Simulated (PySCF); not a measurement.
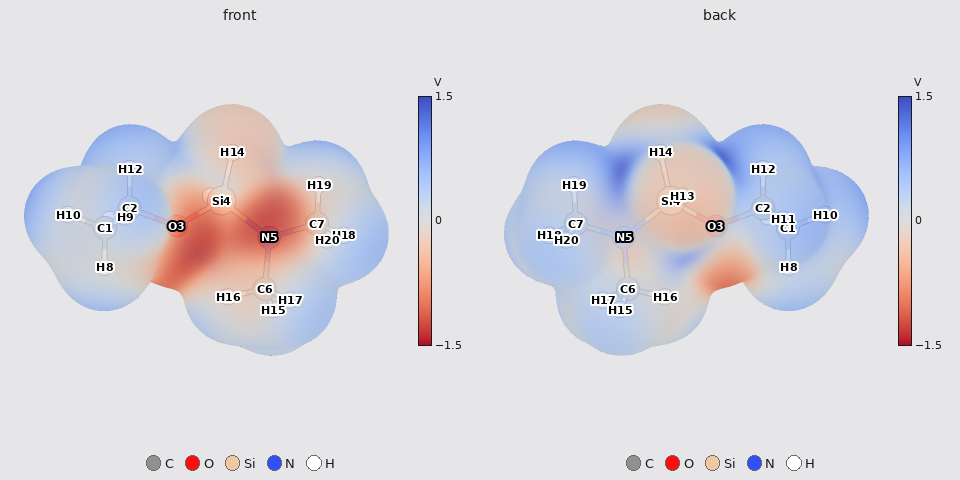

Figure. C₄H₁₃NOSi (SMILES CCO[SiH2]N(C)C). The electrostatic potential painted on the density surface at 0.002 e/bohr³, seen from the front and from behind; red is negative and blue positive.

Geometry: GFN2-xTB, NEB image 0 of 0 to 8.

Level of theory: PBE0/pcSseg-1, SCF density, gas phase, non-relativistic in PySCF.

```xyz
20

C     3.2534    0.3723   -0.3741
C     2.2352   -0.7585   -0.3667
O     0.9444   -0.2304   -0.3219
Si   -0.3752   -0.9654    0.2575
N    -1.5671    0.2567    0.1543
C    -1.5846    1.2716   -0.8698
C    -2.8701   -0.0033    0.6996
H     3.0893    1.0144   -1.2354
H     3.1460    0.9705    0.5270
H     4.2608   -0.0326   -0.4166
H     2.3378   -1.3695   -1.2730
H     2.4044   -1.4121    0.4969
H    -0.6352   -2.2000   -0.5102
H    -0.2285   -1.3173    1.6744
H    -2.2303    0.9886   -1.7109
H    -0.5743    1.4268   -1.2347
H    -1.9607    2.2109   -0.4523
H    -3.2994    0.9177    1.1044
H    -2.7913   -0.7351    1.4980
H    -3.5595   -0.3948   -0.0593
```

### Describe the electrostatic potential map.

The most negative region (about −1.3 V) lies over O3 and N5, the most positive (about +1.1 V) over Si4.

### How polar is the molecule by this calculation?

Its dipole moment is 0.47 D.
